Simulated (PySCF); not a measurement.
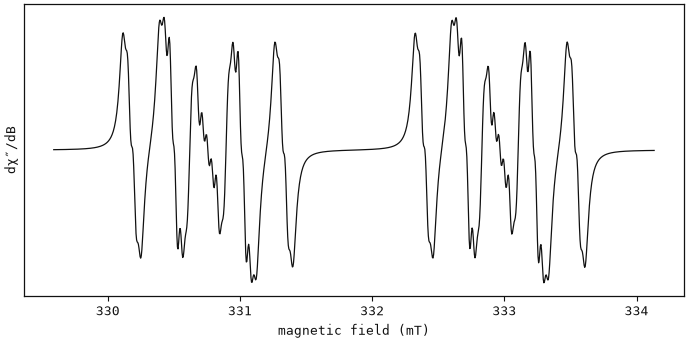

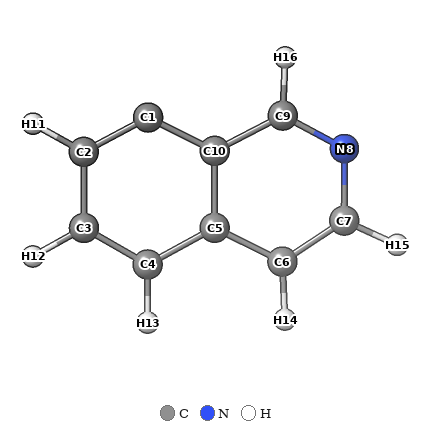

First-order isotropic EPR spectrum (fast tumbling, first derivative) of C₉H₆N, SMILES [c]1cccc2ccncc12, doublet at 9.30 GHz, Lorentzian lines of 0.07 mT full width at half height, from computed g and hyperfine couplings (B3LYP/pcH-1 in PySCF, at a GFN2-xTB geometry (no frequency check), gas phase); values of one conformer, averaged over methyl-type rotors alone; no vibrational averaging; dilute isotopes left out. The SMILES is one Lewis form and needn't show where the spin sits.

> Which couplings does the calculation give? The spectrum shows the sizes of those above the line width, not their signs.

| nuclei | isotope | a (mT) | a (MHz) |
| --- | --- | --- | --- |
| H11 | ¹H | 2.21 | 61.9 |
| H12 | ¹H | 0.52 | 14.5 |
| H14 | ¹H | 0.36 | 10.0 |
| H13 | ¹H | 0.28 | 7.8 |
| N8 | ¹⁴N | −0.04 | −1.0 |
| H15 | ¹H | −0.03 | −0.8 |

> What is the g value, and how wide is the spectrum?

g_iso = 2.0022, which centres the spectrum at 331.9 mT; it spans 3.5 mT.

Note: the tight-binding geometry is rougher than a DFT one and adds to the error.
